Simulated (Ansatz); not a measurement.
# H₂O₃Si···H₂: what the fields show

```yaml
atoms:
  - { symbol: Si, position_ang: [-0.6982, -0.0939, -0.0568] }
  - { symbol: H, position_ang: [1.8133, -0.6903, -0.4510] }
  - { symbol: O, position_ang: [-1.2712, -1.4814, -0.2161] }
  - { symbol: H, position_ang: [1.3842, -1.3004, -0.5510] }
  - { symbol: O, position_ang: [-0.5352, 1.0180, -1.2110] }
  - { symbol: O, position_ang: [-0.2115, 0.6100, 1.3207] }
  - { symbol: H, position_ang: [-0.1976, 1.8759, -0.9416] }
  - { symbol: H, position_ang: [-0.2840, 0.0619, 2.1068] }
```

The product side of a reaction path; geometry: PBE0-D4/def2-TZVP.

Computed with RKS PBE0-D4/def2-TZVPP (Ansatz).

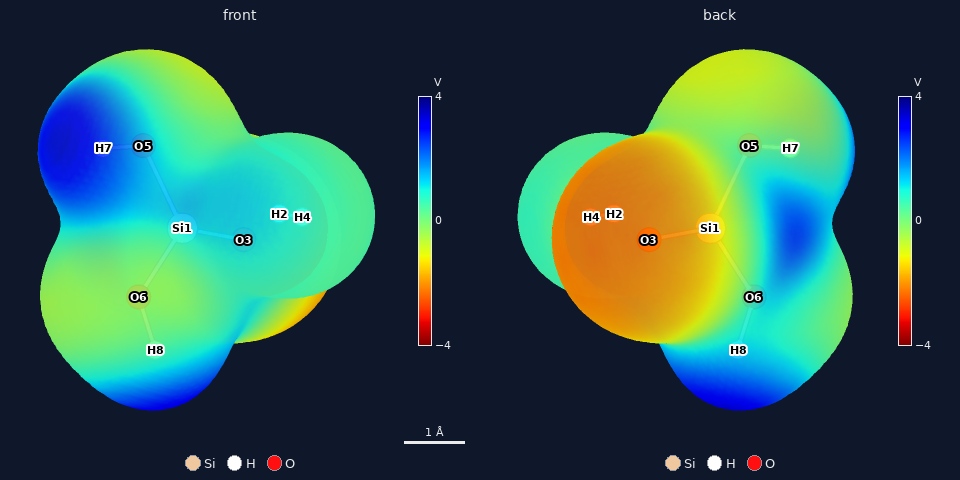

Figure 1. The electrostatic potential painted on the density surface at 0.002 e/bohr³, seen from the front and from behind; red is negative and blue positive.

> Describe the electrostatic potential map.

The most negative region (about −2.3 V) lies over O3, the most positive (about +3.3 V) over H7 and H8. O3 is the likeliest acceptor of a hydrogen bond.

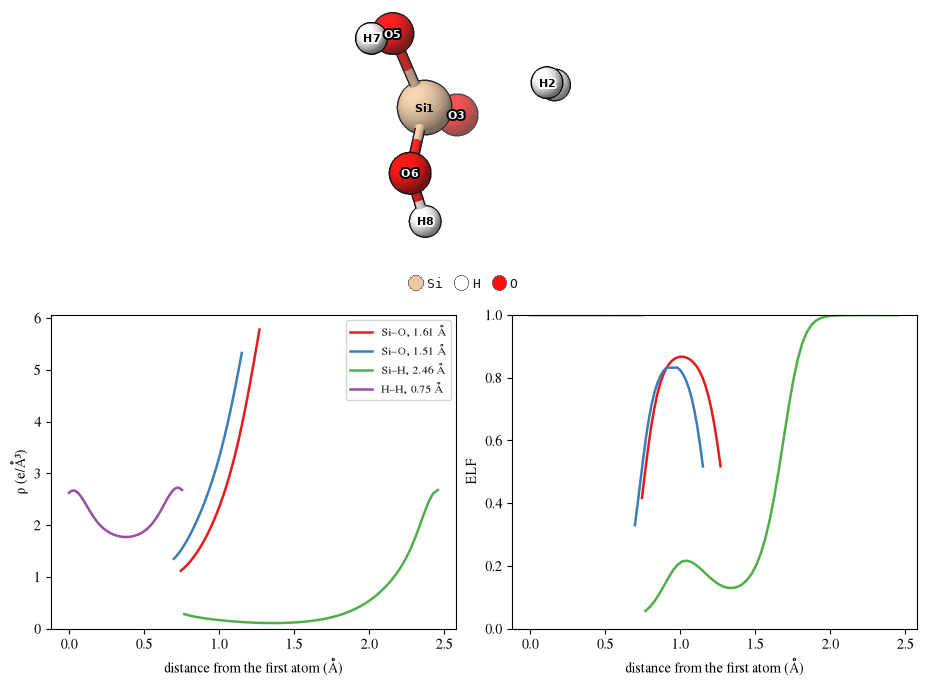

Figure 2. Total electron density and electron localisation function along straight lines between neighbouring atoms. The curves leave out the atomic cores. The structure is drawn too.

> What can be read from the curves?

Si–O (1.61 Å): ρ is about 1.3 e/Å³ halfway; the ELF peaks at about 0.85 between the atoms (a short, strongly polar bond).
Si–O (1.51 Å): ρ at the midpoint is about 1.6 e/Å³; the ELF peaks at about 0.85 between the atoms, as expected for a polar covalent bond.
Si1···H4 (2.46 Å): the density falls to about 0.11 e/Å³ on the way; the ELF climbs to about 1 towards the hydrogen, as it does in any bond to H.
H–H (0.75 Å): ρ at the midpoint is about 1.8 e/Å³; the ELF peaks at about 1 between the atoms.

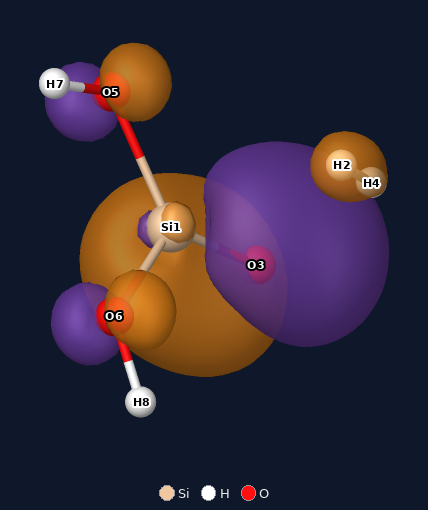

Figure 3. The HOMO−1 at ±0.1 Å⁻³ᐟ² (orange and purple are the two phases), seen across its widest extent.

> Describe this orbital and give its energy.

Its weight (Hirshfeld) is mainly on O3 (about 75 %) and Si1 (about 20 %). Its energy is −8.49 eV.
